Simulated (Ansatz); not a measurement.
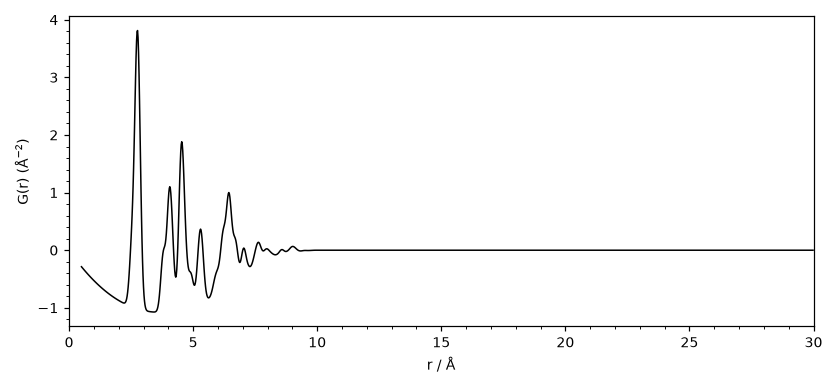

The curve is a calculated X-ray PDF: distances of the static structure, each pair weighted by the product of the atomic numbers (X-ray weights at Q = 0), broadened by Gaussians with σ = 0.10 Å, for spherical particles of Ga with the bulk structure: the bulk G(r) is multiplied by the envelope of a sphere of diameter D, 1 − 3r/2D + r³/2D³, with no surface relaxation. The number density is 0.0493 atoms per Å³. Structure used: the end point of a relaxation with DFT PBE, scalar-relativistic, plane waves, PAW in Ansatz.

Question: How large are the particles?

Answer: About 10 Å (1.0 nm): the signal vanishes at r = D, fading from view somewhat earlier.

Question: Roughly how many atoms does one particle hold?

Answer: About 26 (number density 0.0493 Å⁻³ times πD³/6).
